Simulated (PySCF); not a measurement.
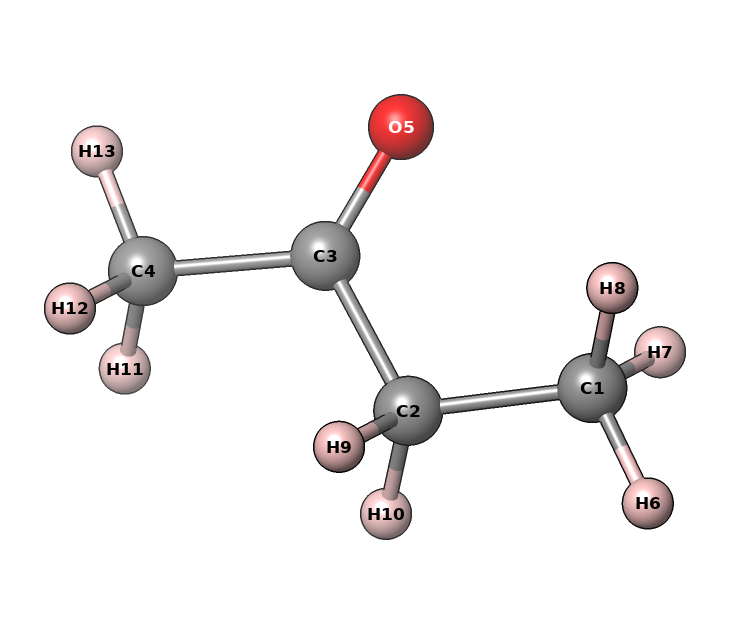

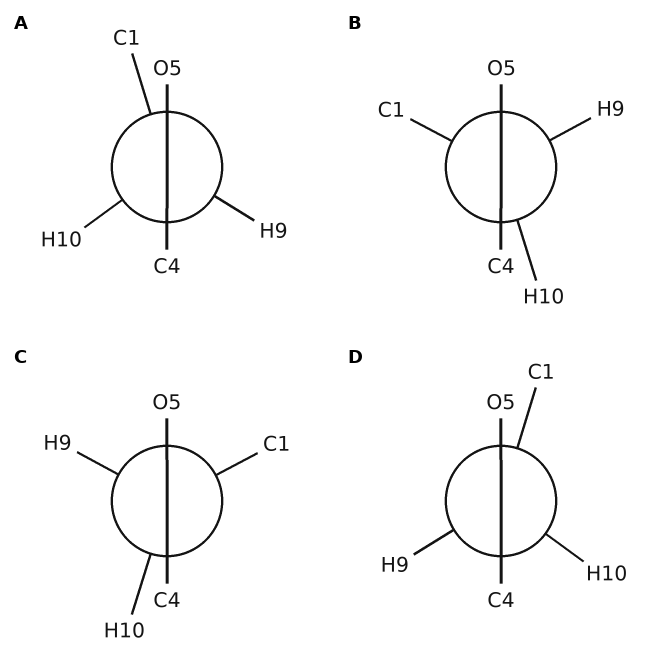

Depth is shown by fading: the farther an atom, the more it takes the colour of the background. Bonds that would overlap in a projection are set slightly apart. The computed structure is the end point of a PBE0-D3(BJ)/def2-SVP optimisation. No frequency run is at hand to confirm it as a minimum.

Question: Which Newman projection shows the view along C3–C2, with C3 in front?

Answer: A. The torsion angle O5–C3–C2–C1 is −2°, synperiplanar (eclipsed).
